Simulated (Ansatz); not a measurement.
Consider H₂O···OSi.

Input

```
crystal:
  periodic: [false, false, false]
  atoms:
    - {symbol: H, position_ang: [-0.487793, 0.426093, -0.620253]}
    - {symbol: O, position_ang: [0.015273, -1.726342, -0.467511]}
    - {symbol: Si, position_ang: [0.509582, -1.237605, 0.887086]}
    - {symbol: O, position_ang: [-0.301286, 0.894819, 0.207952]}
    - {symbol: H, position_ang: [0.264323, 1.643135, -0.007275]}
basis:
  gaussian: {orbitals: def2-TZVPP}
hamiltonian: {xc: pbe0, dispersion: d4}
output: {orbitals: {seedname: orbitals}}
```

Run with:

```sh
ansatz run in.yaml --threads 2 --pin off --events-out ev --progress --plain --max-ram 4352MiB
```

The product side of a reaction path; geometry: PBE0-D4/def2-TZVP.

Level of theory: RKS PBE0-D4/def2-TZVPP in Ansatz.

**What will maps of the electron density and electron localisation function show?**

O–H (0.96 Å): the density is about 3.8 e/Å³ at the midpoint; the ELF climbs to about 1 towards the hydrogen, as it does in any bond to H: a covalent bond by its length.

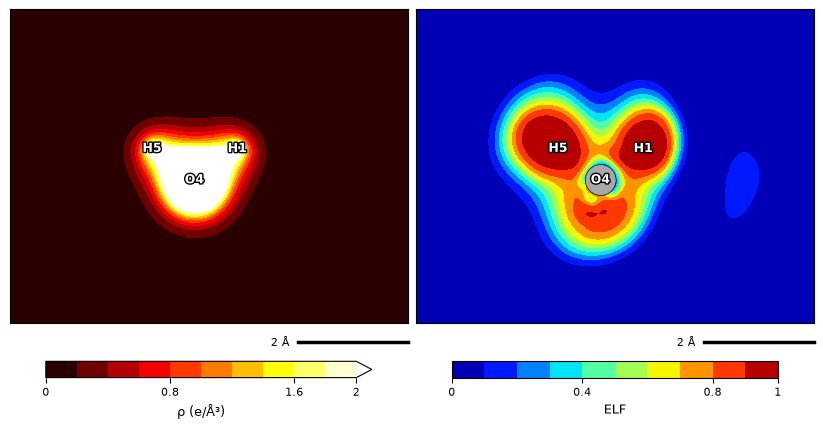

Computed electron density and electron localisation function on the plane of atoms H1, O4 and H5, in this order. Grey discs cover the atomic cores in the ELF map. 
